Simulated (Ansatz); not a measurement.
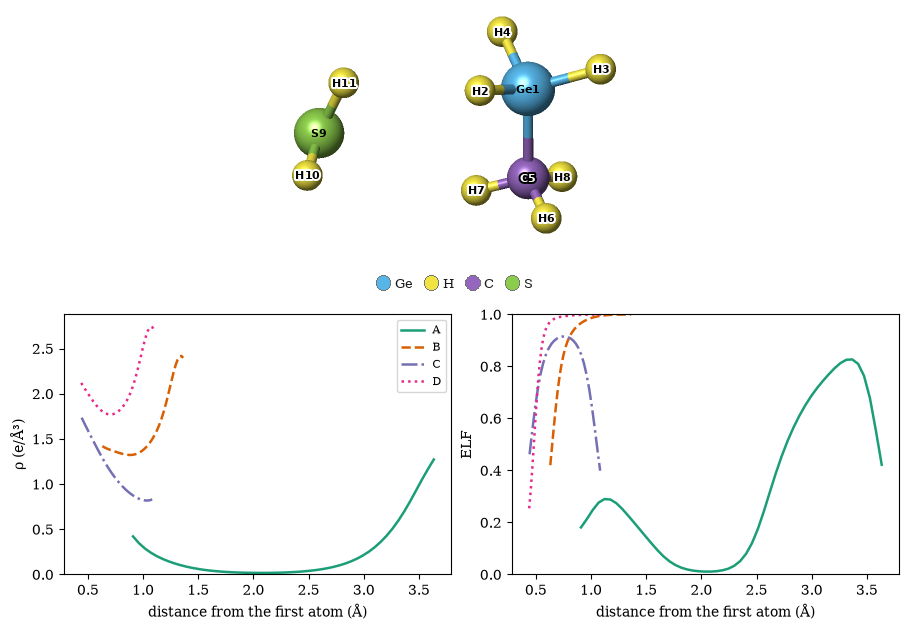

Figure 1: CH6Ge···H2S. Electron density and electron localisation function along straight lines between neighbouring atoms. The curves leave out the atomic cores. The structure is drawn too.

Theory: RKS PBE/def2-mTZVP in Ansatz 0.2.0.

```xyz
11

Ge    0.4475   -0.2511   -0.0368
H     0.1329   -0.2558    1.4853
H     1.9837   -0.3914   -0.2074
H     0.0204    1.1283   -0.6065
C    -0.5088   -1.7112   -0.9463
H    -0.2091   -2.6853   -0.5375
H    -1.5904   -1.5855   -0.8061
H    -0.2899   -1.7041   -2.0223
S    -3.6858    0.2775    0.9198
H    -3.7412   -0.6406    1.9263
H    -2.6163    0.9062    1.4854
```

Q: Which curve belongs to which contact (C–Ge, C–H, Ge–S and S–H)? The first atom named is at distance zero.

A: Curve A: Ge1···S9 (4.28 Å): the density falls to about 0.02 e/Å³ on the way; the ELF dips to about 0 between them: a weak contact between the two molecules. Curve B: S–H (1.36 Å): ρ at the midpoint is about 1.4 e/Å³; the ELF climbs to about 1 towards the hydrogen, as it does in any bond to H. Curve C: C–Ge (1.97 Å): ρ at the midpoint is about 0.83 e/Å³; the ELF peaks at about 0.90 between the atoms; a shared electron pair. Curve D: C–H (1.10 Å): ρ is about 1.9 e/Å³ halfway; the ELF climbs to about 1 towards the hydrogen (a covalent bond by its length).
